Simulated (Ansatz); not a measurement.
System: C2P2.

Input file:

```
crystal:
  periodic: [false, false, false]
  atoms:
    - {symbol: C, position_ang: [0.000000, 0.000000, -0.675415]}
    - {symbol: C, position_ang: [0.000000, 0.000000, 0.675415]}
    - {symbol: P, position_ang: [0.000000, 0.000000, -2.239877]}
    - {symbol: P, position_ang: [0.000000, 0.000000, 2.239877]}
basis:
  gaussian:
    orbitals: def2-TZVPD
hamiltonian:
  xc: {name: PBE0}
output:
  forces: true
  orbitals: {seedname: orbitals}
```

Command:

```sh
ansatz run input.yaml --threads 1 --pin off --max-ram 2610MiB --events-out events.jsonl --progress --plain --runs-dir runs
```

Geometry: PBE0-D3(BJ)/def2-SVP.

Theory: isolated molecule in a Gaussian basis; Kohn-Sham density functional theory, functional PBE0 in Ansatz.

> Predict the electron density and electron localisation function between the atoms.

C–C (1.35 Å): the density is about 2.2 e/Å³ at the midpoint; the ELF peaks at about 0.95 between the atoms, as expected for localised, covalent bonding.
C–P (1.56 Å): ρ is about 1.6 e/Å³ halfway; the ELF peaks at about 0.85 between the atoms: a covalent bond.

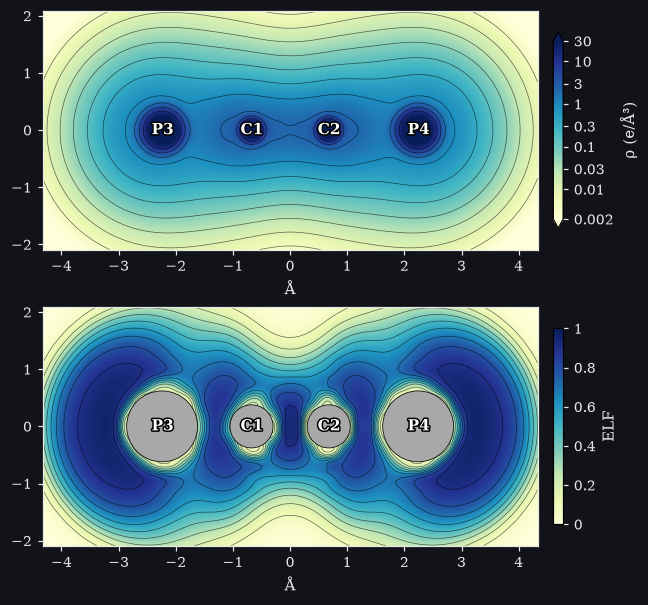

Computed electron density and electron localisation function on a plane that holds the molecular axis, in this order. Grey discs cover the atomic cores in the ELF map. 
